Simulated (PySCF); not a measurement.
CH₅AlF₃N (SMILES [NH3+][AlH2-][C](F)(F)F)

Input file:

```
{"job": {"kind": "nmr", "xc": "PBE0", "basis": "pcSseg-1"}, "charge": 0, "multiplicity": 1}
N      1.407670    -0.279602     0.225260
Al    -0.015983     1.039675    -0.408159
C     -1.483209    -0.410589    -0.226722
F     -2.815709    -0.383319    -0.348261
F     -1.246258    -0.107639     1.145836
F     -1.139987    -1.732056    -0.288471
H      2.357383     0.058463     0.082200
H      1.286510    -0.457528     1.224911
H      1.319024    -1.177291    -0.256404
H      0.361739     1.336927    -1.872182
H     -0.025756     2.115630     0.696029
```

Run with:

```sh
OMP_NUM_THREADS=1 python probes_run.py task.json out
```

Geometry: GFN2-xTB.

The calculation used PBE0/pcSseg-1, SCF density, gas phase, non-relativistic (PySCF).

> Predict the electron density and electron localisation function between the atoms.

C–F (1.34 Å): the density is about 2.3 e/Å³ at the midpoint; the ELF peaks at about 0.85 between the atoms (a shared but strongly polarised pair).
N–H (1.02 Å): ρ at the midpoint is about 2.9 e/Å³; the ELF climbs to about 1 towards the hydrogen, as it does in any bond to H (an ordinary covalent bond to hydrogen).

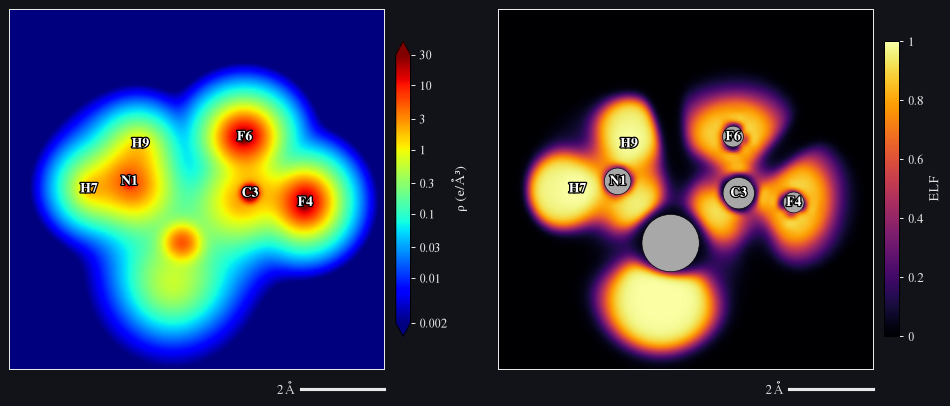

Computed electron density and electron localisation function on the plane of atoms F4, C3 and F6, in this order. Grey discs cover the atomic cores in the ELF map. 
